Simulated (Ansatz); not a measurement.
# Fields on a plane of SiC (wurtzite)

```yaml
crystal:
  lattice:
    - [3.09192, 0.00000, 0.00000]
    - [-1.54596, 2.67768, 0.00000]
    - [0.00000, 0.00000, 5.07421]
  atoms:
    - { symbol: Si, position: [0.66667, 0.33333, 0.00052] }
    - { symbol: Si, position: [0.33333, 0.66667, 0.50052] }
    - { symbol: C, position: [0.66667, 0.33333, 0.62468] }
    - { symbol: C, position: [0.33333, 0.66667, 0.12468] }
```

The slice is a (-1 1 0 2) plane (indices of the conventional cell) through the point (0.333, 0.667, 0.500) (fractional), spanned by u = [110] and v = [1 -1 1] in vectors of this cell: u (3.09 Å) and v (7.38 Å, at 90° to u). It covers one period; positions are fractions (u, v).

Atoms on it: Si at (0.00, 0.00). Other atoms lie within 1 Å of the plane.

The numbers are results of PBE (plane waves to 420 eV, PAW, scalar-relativistic; Ansatz, an electronic-structure program), not measurements. k mesh 12×12×7. Near the nuclei the fields are pseudised (PAW); where an atom keeps semicore shells as valence, they peak there. SiC was relaxed with its symmetry unable to fall. The PAW data are Ansatz's earlier set.

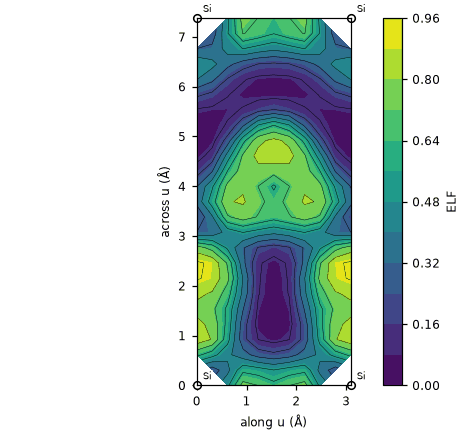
Figure: Electron localisation function (ELF), one period of the plane, atoms marked. Points within 0.4 Å of a nucleus are left white, as the pseudised field means little there.

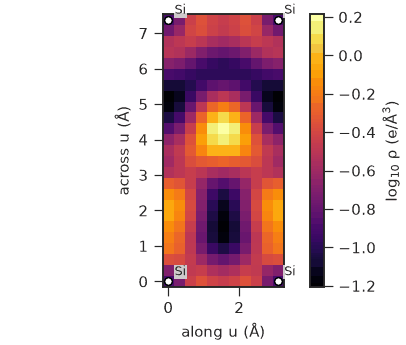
Figure. Log₁₀ of the valence density in e/Å³, one period of the plane, atoms marked. The scale is logarithmic, as a density can span decades between atoms and voids.
